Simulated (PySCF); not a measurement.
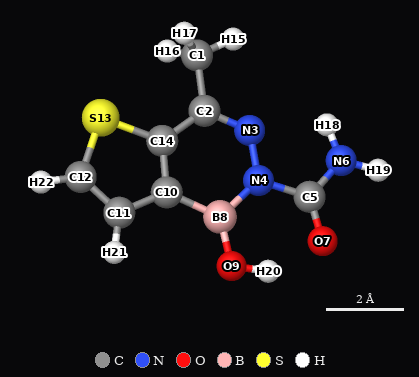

The structure as given in the input (ball-and-stick view, seen at a tilt; atoms are numbered from 1 in the order of the input).

# Two runs on C7H8BN3O2S

System: C7H8BN3O2S, SMILES CC1=NN(C(N)=O)B(O)c2ccsc21.
Method of run 1: GIAO PBE0/pcSseg-1 NMR shielding, non-relativistic, gas phase (PySCF 2.14.0).

The geometry comes from this level: PBE0-D3(BJ)/def2-SVP. Text and figures count atoms from 1; the logs count them from 0 in places.

### Input file, run 1
```
{"job": {"kind": "nmr", "xc": "PBE0", "basis": "pcSseg-1", "pop": false}, "charge": 0, "multiplicity": 1}
C      0.145245     2.916410    -0.754361
C      0.156885     1.468417    -0.379096
N      1.306207     0.890751    -0.235537
N      1.376029    -0.420160     0.101766
C      2.693511    -0.918717     0.222096
N      3.665699    -0.026374    -0.013605
O      2.894239    -2.089375     0.521495
B      0.218497    -1.306169     0.334782
O      0.365233    -2.599662     0.663256
C     -1.131048    -0.590713     0.159646
C     -2.475066    -1.047809     0.285568
C     -3.392893    -0.062961     0.036164
S     -2.654863     1.442901    -0.356492
C     -1.077807     0.752325    -0.187434
H      1.172621     3.286110    -0.857672
H     -0.387254     3.069451    -1.707010
H     -0.375265     3.515360     0.010361
H      3.401041     0.922463    -0.248702
H      4.623328    -0.331689     0.068135
H      1.330096    -2.789035     0.707161
H     -2.745282    -2.070397     0.551478
H     -4.479911    -0.137124     0.061911
```

The first line tells a small driver script what to run in PySCF; the rest is the geometry in Å.

Hardware: 8 threads of Arm Neoverse V2, 24 GiB of memory available, shared host.

### Output (run 1)
```
coarse grid: 20632 points
cycle   1  E = -1008.2023210225  dE =  2.956e+00  |g| = 1.083e+00  |ddm| = 4.896e+00
cycle   2  E = -1007.5454608783  dE =  6.569e-01  |g| = 2.111e+00  |ddm| = 2.509e+00
cycle   3  E = -1008.4164984766  dE = -8.710e-01  |g| = 2.704e-01  |ddm| = 1.922e+00
cycle   4  E = -1008.4294551035  dE = -1.296e-02  |g| = 1.301e-01  |ddm| = 3.588e-01
cycle   5  E = -1008.4326375126  dE = -3.182e-03  |g| = 4.330e-02  |ddm| = 1.420e-01
cycle   6  E = -1008.4330444695  dE = -4.070e-04  |g| = 1.297e-02  |ddm| = 5.080e-02
cycle   7  E = -1008.4330793483  dE = -3.488e-05  |g| = 4.365e-03  |ddm| = 1.472e-02
cycle   8  E = -1008.4330832380  dE = -3.890e-06  |g| = 1.291e-03  |ddm| = 4.342e-03
final grid: 199784 points
cycle   9  E = -1008.5279004059  dE = -4.485e-05  |g| = 1.571e-02  |ddm| = 5.036e-02
cycle  10  E = -1008.5277870591  dE =  1.133e-04  |g| = 2.825e-02  |ddm| = 3.613e-02
cycle  11  E = -1008.5279505562  dE = -1.635e-04  |g| = 3.188e-03  |ddm| = 2.485e-02
cycle  12  E = -1008.5279526973  dE = -2.141e-06  |g| = 6.250e-04  |ddm| = 3.034e-03
cycle  13  E = -1008.5279527708  dE = -7.346e-08  |g| = 2.733e-04  |ddm| = 8.572e-04
cycle  14  E = -1008.5279527863  dE = -1.552e-08  |g| = 9.732e-05  |ddm| = 3.520e-04
cycle  15  E = -1008.5279527883  dE = -1.972e-09  |g| = 3.165e-05  |ddm| = 1.203e-04
cycle  16  E = -1008.5279527885  dE = -2.076e-10  |g| = 7.053e-06  |ddm| = 3.149e-05
converged SCF energy = -1008.5279527885

GIAO shielding tensors (ppm)
atom      isotropic    diamagn.    paramagn.     s11        s22        s33       span
  0 C      161.164     248.777     -87.613    141.683    153.647    188.162     46.478
  1 C       42.131     251.574    -209.443    -45.031     33.523    137.901    182.932
  2 N      -64.108     327.594    -391.702   -290.822    -74.157    172.653    463.474
  3 N       51.848     334.661    -282.813    -31.250     21.340    165.455    196.704
  4 C       19.994     243.055    -223.061    -61.900     43.008     78.873    140.773
  5 N      169.157     323.800    -154.643     95.670    182.305    229.497    133.828
  6 O       42.057     401.467    -359.410   -102.745    -76.902    305.817    408.561
  7 B       75.222     199.149    -123.927     49.055     81.426     95.184     46.129
  8 O      202.890     388.773    -185.883    104.326    188.612    315.732    211.406
  9 C       39.073     255.081    -216.008    -43.061     -3.691    163.971    207.032
 10 C       47.547     251.656    -204.108    -37.868     34.638    145.871    183.739
 11 C       47.929     265.791    -217.862    -43.359     50.446    136.699    180.058
 12 S      282.097    1057.837    -775.740    168.854    293.434    384.003    215.150
 13 C       32.001     269.699    -237.699    -48.322     19.905    124.420    172.742
 14 H       28.950      28.271       0.679     23.692     28.352     34.806     11.115
 15 H       28.664      28.325       0.339     24.113     28.132     33.747      9.634
 16 H       28.662      28.318       0.345     24.117     28.117     33.754      9.637
 17 H       23.725      35.482     -11.757     13.989     26.094     31.091     17.101
 18 H       26.939      26.728       0.211     22.041     23.723     35.053     13.012
 19 H       20.835      32.747     -11.912      6.624     20.292     35.588     28.964
 20 H       23.390      30.865      -7.475     19.005     24.232     26.934      7.929
 21 H       23.872      29.910      -6.038     20.359     24.509     26.749      6.389
```

For run 2 the input was changed thus:
```diff
-"xc": "PBE0"
+"xc": "PBE"
```

How does run 2 compare with run 1?

The total energies belong to different methods, so their difference says nothing on which is more stable or more accurate. The HOMO goes from −6.77 to −5.72 eV. The LUMO goes from −1.72 to −2.43 eV. The dipole moment goes from 3.95 to 3.71 D. Of all shieldings, the largest change is that of S13, by −21.2 ppm. The functional changes from PBE0 to PBE. Exact exchange removes part of the self-interaction error of semilocal functionals, which pushes filled and empty levels apart. The SCF takes 18 iterations against 16. On the same kind of shared host run 2 took about 0.62 times as long.

### Output, shortened to warnings, some set-up lines, iterations and results (run 2)
```
coarse grid: 20632 points
[...]
cycle   1  E = -1008.0375565021  dE =  2.525e+00  |g| = 1.271e+00  |ddm| = 4.990e+00
cycle   2  E = -1005.8509978481  dE =  2.187e+00  |g| = 3.361e+00  |ddm| = 4.325e+00
cycle   3  E = -1008.2665929002  dE = -2.416e+00  |g| = 6.114e-01  |ddm| = 3.853e+00
cycle   4  E = -1008.3382956886  dE = -7.170e-02  |g| = 3.050e-01  |ddm| = 9.159e-01
cycle   5  E = -1008.3524324585  dE = -1.414e-02  |g| = 1.750e-01  |ddm| = 4.474e-01
[... 8 lines ...]
cycle  14  E = -1008.4892099701  dE = -1.727e-05  |g| = 2.196e-03  |ddm| = 9.060e-03
cycle  15  E = -1008.4892110411  dE = -1.071e-06  |g| = 8.597e-04  |ddm| = 2.911e-03
cycle  16  E = -1008.4892112173  dE = -1.762e-07  |g| = 3.152e-04  |ddm| = 1.233e-03
cycle  17  E = -1008.4892112379  dE = -2.067e-08  |g| = 7.070e-05  |ddm| = 2.904e-04
cycle  18  E = -1008.4892112389  dE = -9.466e-10  |g| = 2.811e-05  |ddm| = 8.307e-05
converged SCF energy = -1008.4892112389

GIAO shielding tensors (ppm)
atom      isotropic    diamagn.    paramagn.     s11        s22        s33       span
  0 C      156.143     249.796     -93.653    135.519    148.389    184.521     49.002
  1 C       42.083     251.989    -209.906    -37.732     31.810    132.169    169.901
  2 N      -59.390     328.277    -387.667   -268.648    -69.736    160.214    428.862
  3 N       43.993     334.535    -290.542    -38.808     14.477    156.310    195.118
  4 C       20.092     244.382    -224.290    -57.939     45.330     72.887    130.826
  5 N      164.483     322.485    -158.002     94.155    175.798    223.498    129.343
  6 O       37.345     401.904    -364.560   -109.152    -72.882    294.067    403.219
  7 B       71.737     200.405    -128.668     44.813     79.422     90.974     46.161
  8 O      188.615     388.651    -200.036     89.227    171.690    304.928    215.701
  9 C       37.624     254.633    -217.009    -40.530     -4.334    157.737    198.268
 10 C       45.555     251.241    -205.685    -34.341     31.908    139.099    173.440
 11 C       47.582     264.682    -217.100    -37.689     50.330    130.106    167.795
 12 S      260.901    1058.427    -797.526    155.399    270.644    356.661    201.262
 13 C       31.091     269.153    -238.062    -40.717     18.033    115.957    156.673
 14 H       29.010      28.475       0.535     24.128     28.473     34.430     10.302
 15 H       28.597      28.539       0.059     24.207     28.150     33.435      9.228
 16 H       28.596      28.530       0.066     24.211     28.135     33.441      9.230
 17 H       23.629      35.676     -12.047     13.800     26.205     30.883     17.083
 18 H       27.135      26.885       0.251     22.829     23.871     34.706     11.877
 19 H       20.776      33.322     -12.545      7.072     20.491     34.765     27.693
 20 H       23.439      31.288      -7.850     19.340     24.185     26.791      7.452
 21 H       23.987      29.973      -5.987     20.639     24.573     26.747      6.108
```

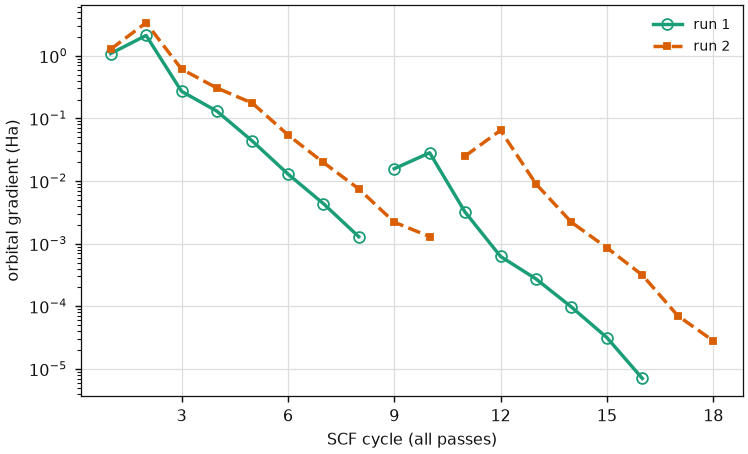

Convergence of the two runs: orbital gradient against the SCF cycle. A break in a curve parts two SCF passes (coarse and final grid). Run 1 takes 16 cycles in all, and run 2 takes 18.

### The two runs side by side

| quantity | run 1 | run 2 |
| --- | --- | --- |
| outcome | converged | converged |
| total energy (hartree) | −1008.527953 | −1008.489211 |
| HOMO (eV) | −6.77 | −5.72 |
| LUMO (eV) | −1.72 | −2.43 |
| dipole moment (D) | 3.95 | 3.71 |
| shielding of C1 (ppm) | 161.2 | 156.1 |
| shielding of N3 (ppm) | −64.1 | −59.4 |
| shielding of N4 (ppm) | 51.8 | 44.0 |
| shielding of N6 (ppm) | 169.2 | 164.5 |
| shielding of O7 (ppm) | 42.1 | 37.3 |
| shielding of O9 (ppm) | 202.9 | 188.6 |
| shielding of S13 (ppm) | 282.1 | 260.9 |
| SCF iterations | 16 | 18 |
| basis functions | 285 | 285 |
| wall time (shared host) | 56 s | 35 s |
